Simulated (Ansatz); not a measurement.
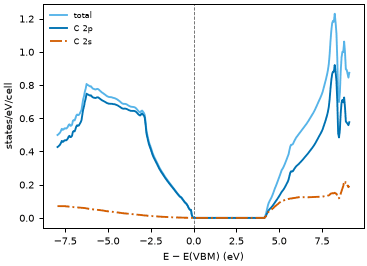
Total and projected density of states of C (diamond, Fd-3m), PBE in the plane-wave PAW code Ansatz

Which orbitals carry the states next to the gap?

Top 1 eV of the valence band: C 2p 98 %. Bottom 1 eV of the conduction band: C 2p 53 %, C 2s 39 %, outside the projected shells 9 %. Projections are on Löwdin-orthogonalised atomic valence shells; empty p or d shells of many metals are not among them.

Where is the tallest occupied peak in this window, and what makes it?

Near -6.2 eV, about 0.81 states/eV per cell; the largest projected share is C 2p.

The cell was relaxed with PBE under the symmetry of its start. The volume moved by -26 % from the start of the relaxation.

Potentials: the later of the program's two PAW sets.
